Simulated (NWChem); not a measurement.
# B3H9 ((H2B-mu-H)3) at 4 levels

We compute a comparison of 4 runs (HF/STO-3G, HF/3-21G, B3LYP/6-31G*) of B3H9 ((H2B-mu-H)3). 

Program for the calculation: NWChem 7.3.0.

### 1 The structure to begin with

B3H9: 12 atoms, total charge 0, spin state singlet. The coordinates come from a GFN2-xTB relaxation.

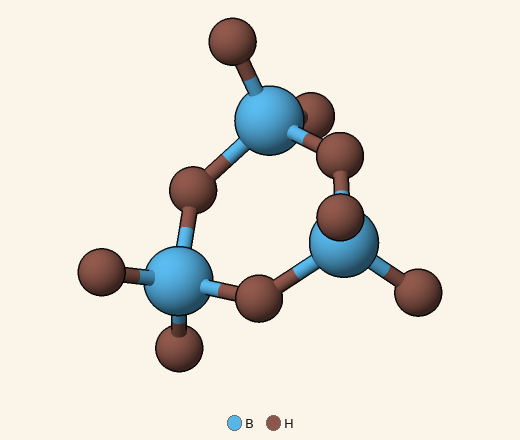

Viewed from a chosen angle; boron blue, hydrogen brown.

### 2 Energy and gradient at HF/STO-3G (run 1)

The input, mymol.nw:

```
start mymol
memory 2200 mb
charge 0
geometry units angstrom noautosym nocenter noautoz
B      0.061070     0.916400    -0.999120
H      0.963740     1.664840    -1.064920
H     -0.784320     0.979390    -1.812500
H     -0.498010     1.087250     0.148940
B     -0.614700     0.310680     1.169190
H     -1.760820     0.103100     1.323300
H     -0.006600     0.795590     2.049840
H     -0.054160    -0.815520     0.888540
B      0.553100    -1.227570    -0.170720
H      1.673690    -1.424520     0.121490
H     -0.077930    -2.113490    -0.614210
H      0.544940    -0.276140    -1.039820
end
basis spherical bse
* library STO-3G
end
scf
thresh 1e-08
maxiter 80
print medium
end
task scf gradient
```

On the command line:

```
$ nwchem mymol.nw > mymol.out
```

Log:

```text
[...]
  functions       =    24
[...]
  wavefunction    = RHF
[...]
         Total SCF energy =    -78.218608331325
      One-electron energy =   -228.489639660907
      Two-electron energy =     86.624377996107
 Nuclear repulsion energy =     63.646653333475
        Time for solution =      1.0s
[...]
                         RHF ENERGY GRADIENTS
    atom               coordinates                        gradient
                 x          y          z           x          y          z
   1 B       0.115406   1.731745  -1.888063   -0.000867  -0.014579   0.015764
   2 H       1.821205   3.146091  -2.012407    0.007143   0.010778  -0.006011
   3 H      -1.482150   1.850779  -3.425128   -0.006133   0.005603  -0.011848
   4 H      -0.941102   2.054605   0.281456    0.002270  -0.004625  -0.000422
   5 B      -1.161615   0.587100   2.209449    0.009420  -0.004970  -0.018937
   6 H      -3.327467   0.194831   2.500674   -0.012277   0.000162   0.007849
   7 H      -0.012472   1.503447   3.873636    0.001345   0.005630   0.013321
   8 H      -0.102348  -1.541109   1.679097    0.000238   0.003272  -0.003589
   9 B       1.045207  -2.319771  -0.322614   -0.008838   0.019319   0.002565
  10 H       3.162815  -2.691952   0.229583    0.011670  -0.008318   0.001239
  11 H      -0.147266  -3.993917  -1.160689   -0.001686  -0.013615  -0.004277
[...]
```

Run time: 1.9 s. Hardware: 1 thread of AMD EPYC 9R14 (Zen 4), shared host; peak memory 0.098 GiB.

### 3 Energy and forces at HF/3-21G (run 2)

The input, m1.nw:

```
start m1
title "B3H9 hf"
memory stack 880 mb heap 220 mb global 1100 mb

geometry noautosym nocenter noautoz
  B     0.061070    0.916400   -0.999120
  H     0.963740    1.664840   -1.064920
  H    -0.784320    0.979390   -1.812500
  H    -0.498010    1.087250    0.148940
  B    -0.614700    0.310680    1.169190
  H    -1.760820    0.103100    1.323300
  H    -0.006600    0.795590    2.049840
  H    -0.054160   -0.815520    0.888540
  B     0.553100   -1.227570   -0.170720
  H     1.673690   -1.424520    0.121490
  H    -0.077930   -2.113490   -0.614210
  H     0.544940   -0.276140   -1.039820
end

basis spherical bse
  * library 3-21G
end

scf
  thresh 1e-08
  maxiter 80
end

task scf gradient
```

On the command line:

```
$ nwchem m1.nw > m1.out
```

Log:

```text
[...]
  functions       =    45
[...]
  wavefunction    = RHF
[...]
         Total SCF energy =    -78.713001200682
      One-electron energy =   -228.085455153741
      Two-electron energy =     85.725800619584
 Nuclear repulsion energy =     63.646653333475
        Time for solution =      1.0s
[...]
                         RHF ENERGY GRADIENTS
    atom               coordinates                        gradient
                 x          y          z           x          y          z
   1 B       0.115406   1.731745  -1.888063   -0.000156  -0.004609   0.004977
   2 H       1.821205   3.146091  -2.012407   -0.005993   0.000012  -0.005209
   3 H      -1.482150   1.850779  -3.425128    0.006196   0.004805  -0.000122
   4 H      -0.941102   2.054605   0.281456    0.003087  -0.006459  -0.000706
   5 B      -1.161615   0.587100   2.209449    0.002902  -0.001571  -0.006140
   6 H      -3.327467   0.194831   2.500674    0.004352   0.003223   0.005731
   7 H      -0.012472   1.503447   3.873636   -0.007638  -0.001421   0.000634
   8 H      -0.102348  -1.541109   1.679097    0.000328   0.004677  -0.005136
   9 B       1.045207  -2.319771  -0.322614   -0.002864   0.006048   0.000764
  10 H       3.162815  -2.691952   0.229583   -0.004578  -0.005623  -0.003039
  11 H      -0.147266  -3.993917  -1.160689    0.007582  -0.000887   0.002150
[...]
```

It took 2 s on 1 thread of AMD EPYC 9R14 (Zen 4), shared host; peak memory 0.099 GiB.

Run 3 isn't shown in full; the table further down has it.

### 4 Energy and forces at B3LYP/6-31G(d) (Cartesian functions) (run 4)

The input, m1.nw:

```
start m1
title "(H2B-mu-H)3"
memory 2200 mb
charge 0

geometry units angstrom noautosym nocenter noautoz
 B     0.061070    0.916400   -0.999120
 H     0.963740    1.664840   -1.064920
 H    -0.784320    0.979390   -1.812500
 H    -0.498010    1.087250    0.148940
 B    -0.614700    0.310680    1.169190
 H    -1.760820    0.103100    1.323300
 H    -0.006600    0.795590    2.049840
 H    -0.054160   -0.815520    0.888540
 B     0.553100   -1.227570   -0.170720
 H     1.673690   -1.424520    0.121490
 H    -0.077930   -2.113490   -0.614210
 H     0.544940   -0.276140   -1.039820
end

basis cartesian
 * library 6-31G*
end

dft
 xc b3lyp
 grid xfine
 convergence energy 1e-08
 maxiter 100
 mulliken
end

task dft gradient
```

On the command line:

```
$ nwchem m1.nw > m1.out
```

Log:

```text
[...]
          Wavefunction type:  closed shell.
          No. of atoms     :    12
          No. of electrons :    24
[...]
          Charge           :     0
          Spin multiplicity:     1
[...]
          AO basis - number of functions:    63
[...]
              XC Information
              --------------
                         B3LYP Method XC Potential
                     Hartree-Fock (Exact) Exchange  0.200
                        Slater Exchange Functional  0.800 local
                    Becke 1988 Exchange Functional  0.720 non-local
              Lee-Yang-Parr Correlation Functional  0.810
                  VWN I RPA Correlation Functional  0.190 local
[...]
 d= 0,ls=0.0,diis     1    -79.8454534025 -1.43D+02  9.20D-03  3.17D-01     3.3
[...]
 d= 0,ls=0.0,diis     7    -79.8981335022 -6.88D-10  6.22D-07  2.90D-09    18.1
         Total DFT energy =      -79.898133502188
      One electron energy =     -229.290242608071
           Coulomb energy =      101.281042014640
    Exchange-Corr. energy =      -15.535586242233
 Nuclear repulsion energy =       63.646653333475
[...]
      Total Density - Mulliken Population Analysis
     ---------------------------------------------
    Atom       Charge   Shell Charges
 -----------   ------   -------------------------------------------------------
    1 B    5     5.13   1.99  0.55  1.53  0.45  0.51  0.08
    2 H    1     0.97   0.52  0.45
    3 H    1     0.97   0.52  0.45
    4 H    1     0.93   0.58  0.35
    5 B    5     5.13   1.99  0.55  1.53  0.45  0.51  0.08
    6 H    1     0.97   0.52  0.45
    7 H    1     0.97   0.52  0.45
    8 H    1     0.93   0.58  0.35
    9 B    5     5.13   1.99  0.55  1.53  0.45  0.51  0.08
   10 H    1     0.97   0.52  0.45
[...]
  wavefunction    = closed shell
[...]
```

Run time: 23 s. Hardware: 1 thread of AMD EPYC 9R14 (Zen 4), shared host; peak memory 0.15 GiB.

### 5 All runs side by side

| run | level | iteration cap | module | energy (Eh) | dipole moment (D) | HOMO energy (eV) | LUMO energy (eV) | wall time |
| --- | --- | --- | --- | --- | --- | --- | --- | --- |
| 1 | HF/STO-3G | 80 | scf | -78.218608 | 0.01 | -12.88 | 6.75 | 1.9 s |
| 2 | HF/3-21G | 80 | scf | -78.713001 | 0.01 | -13.65 | 3.63 | 2 s |
| 3 | B3LYP/6-31G* (spherical functions) | 100 | dft | -79.896202 | – | – | – | 22 s |
| 4 | B3LYP/6-31G* (Cartesian functions) | 100 | dft | -79.898134 | 0.01 | -9.58 | -0.41 | 23 s |

### 6 Outcome

```
                       quantity         value
            run 4: total energy  -79.89813 Eh
           run 4: dipole moment        0.01 D
             run 4: HOMO energy      -9.58 eV
             run 4: LUMO energy      -0.41 eV
           run 4: HOMO–LUMO gap       9.17 eV
run 4: largest force on an atom    0.587 eV/Å
```

**Reading.** Over runs 1, 2, 4 the HOMO–LUMO gap runs from 9.17 eV (B3LYP/6-31G*) to 19.64 eV (HF/STO-3G). The two ends differ in method and basis. In run 1 the basis is minimal, so the values are rough. All runs together took 49 s, the longest 23 s.
